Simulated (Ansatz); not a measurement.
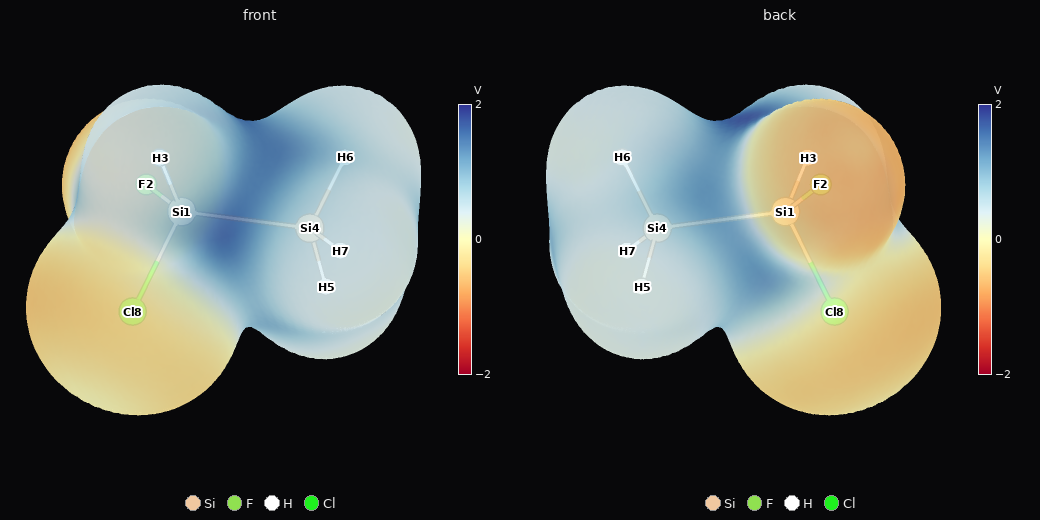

*ClFH4Si2. The molecular electrostatic potential painted on the density surface at 0.002 e/bohr³, seen from the front and from behind; red is negative and blue positive.*

Theory: RKS B3LYP/6-31G* (Ansatz 0.2.0).

Input

```
crystal:
  periodic: [false, false, false]
  atoms:
    - { symbol: Si, position_ang: [0.201412, -0.00525, 0.087018] }
    - { symbol: F, position_ang: [0.459105, -0.047668, 1.65785] }
    - { symbol: H, position_ang: [1.624842, -0.090711, -0.173978] }
    - { symbol: Si, position_ang: [-1.012093, 1.852877, -0.694133] }
    - { symbol: H, position_ang: [-2.406849, 1.44209, -1.000008] }
    - { symbol: H, position_ang: [-1.011311, 2.950955, 0.306929] }
    - { symbol: H, position_ang: [-0.359886, 2.329768, -1.944164] }
    - { symbol: Cl, position_ang: [-0.751521, -1.730159, -0.541014] }
basis:
  gaussian: { orbitals: "6-31G*" }
hamiltonian:
  xc: b3lyp
relax:
  f_tol: 0.03
  max_steps: 50
output:
  orbitals: {}
```

Command:

```sh
ansatz run input.yaml --threads 1 --pin off --max-ram 2048MiB --backend cpu --events-out ev --progress --plain --runs-dir out
```

The fields are those of the run's last geometry, not of the input's.

Which sites attract a positive test charge, and which a negative one?

Answer. A positive charge is drawn to the negative regions and a negative charge to the positive ones. The most negative region (about −0.8 V) lies over F2, the most positive (about +1.7 V) over Si1.
